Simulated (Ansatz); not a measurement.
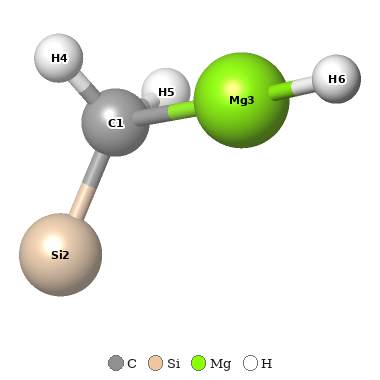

The system is CH3MgSi, charge +1; the picture shows the reference structure. First axis: angle Si2–C1–H5. Second axis: angle Mg3–C1–H5. Nothing is relaxed (all other coordinates rigid). The scan uses a 13 × 13 grid. Energies: eV, counted from the lowest grid point. All numbers below come from RKS PBE-D4/def2-TZVP (Ansatz 0.2.0).

Its coordinates:

```xyz
6

C    -0.4231   -0.0155   -0.7394
Si    0.3778   -0.9797   -1.9751
Mg    0.5964    0.0997    1.2484
H    -1.3939   -0.3992   -0.3679
H    -0.4765    1.0756   -0.9241
H     1.3193    0.2191    2.7581
```

Range: angle Si2–C1–H5 from 91.4 to 141.4°; angle Mg3–C1–H5 from 61.9 to 131.9°.

What landscape does the calculation give?

Answer. The lowest grid point is at angle Si2–C1–H5 = 116.4°, angle Mg3–C1–H5 = 96.9°. It is the only kind of minimum in the scanned range. The highest grid point, angle Si2–C1–H5 = 141.4°, angle Mg3–C1–H5 = 131.9°, lies 0.889 eV above the lowest. Round the minimum the valley is somewhat tilted: raising angle Si2–C1–H5 shifts the best value of angle Mg3–C1–H5 downwards (coupling k₁₂/√(k₁₁k₂₂) about 0.3).

| angle Mg3–C1–H5 ↓, angle Si2–C1–H5 → | 91.4 | 95.5 | 99.7 | 103.9 | 108.0 | 112.2 | 116.4 | 120.5 | 124.7 | 128.9 | 133.0 | 137.2 | 141.4 |
| --- | --- | --- | --- | --- | --- | --- | --- | --- | --- | --- | --- | --- | --- |
| 131.9 | 0.290 | 0.282 | 0.282 | 0.291 | 0.308 | 0.335 | 0.369 | 0.411 | 0.465 | 0.534 | 0.620 | 0.735 | 0.889 |
| 126.0 | 0.221 | 0.207 | 0.201 | 0.203 | 0.213 | 0.230 | 0.256 | 0.288 | 0.330 | 0.381 | 0.443 | 0.523 | 0.624 |
| 120.2 | 0.166 | 0.148 | 0.137 | 0.133 | 0.136 | 0.146 | 0.164 | 0.188 | 0.220 | 0.260 | 0.307 | 0.366 | 0.438 |
| 114.4 | 0.126 | 0.104 | 0.088 | 0.079 | 0.077 | 0.082 | 0.092 | 0.109 | 0.133 | 0.164 | 0.201 | 0.247 | 0.301 |
| 108.5 | 0.101 | 0.075 | 0.056 | 0.043 | 0.036 | 0.035 | 0.041 | 0.052 | 0.069 | 0.092 | 0.121 | 0.158 | 0.201 |
| 102.7 | 0.092 | 0.063 | 0.041 | 0.024 | 0.014 | 0.009 | 0.010 | 0.017 | 0.029 | 0.046 | 0.069 | 0.098 | 0.134 |
| 96.9 | 0.100 | 0.069 | 0.044 | 0.024 | 0.011 | 0.003 | 0.000 | 0.003 | 0.011 | 0.024 | 0.042 | 0.066 | 0.096 |
| 91.0 | 0.127 | 0.093 | 0.065 | 0.043 | 0.027 | 0.016 | 0.010 | 0.010 | 0.015 | 0.025 | 0.040 | 0.060 | 0.085 |
| 85.2 | 0.171 | 0.135 | 0.105 | 0.080 | 0.062 | 0.049 | 0.041 | 0.038 | 0.041 | 0.048 | 0.061 | 0.078 | 0.101 |
| 79.4 | 0.235 | 0.197 | 0.164 | 0.138 | 0.117 | 0.102 | 0.092 | 0.088 | 0.088 | 0.094 | 0.105 | 0.121 | 0.141 |
| 73.5 | 0.322 | 0.282 | 0.246 | 0.218 | 0.195 | 0.178 | 0.167 | 0.161 | 0.160 | 0.165 | 0.174 | 0.189 | 0.208 |
| 67.7 | 0.434 | 0.390 | 0.352 | 0.321 | 0.297 | 0.278 | 0.265 | 0.258 | 0.256 | 0.260 | 0.269 | 0.283 | 0.302 |
| 61.9 | 0.576 | 0.529 | 0.489 | 0.455 | 0.429 | 0.409 | 0.394 | 0.386 | 0.383 | 0.386 | 0.394 | 0.408 | 0.426 |

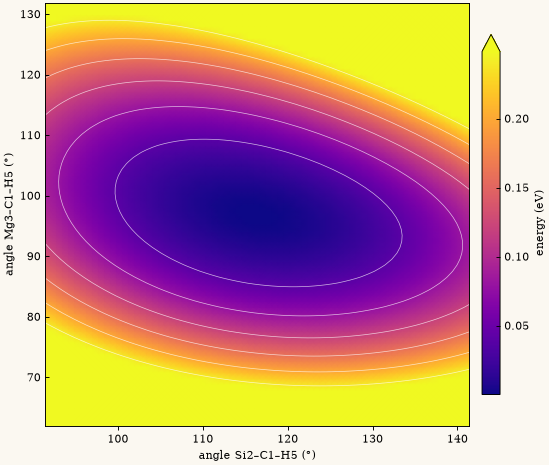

Drawn: a smooth colour map with a few white contour lines, one colour for all values above the top of the scale. Between grid points the surface is interpolated.

The whole map (169 points run) took 8.8 min on 1 thread of Arm Neoverse V2, on a shared host.
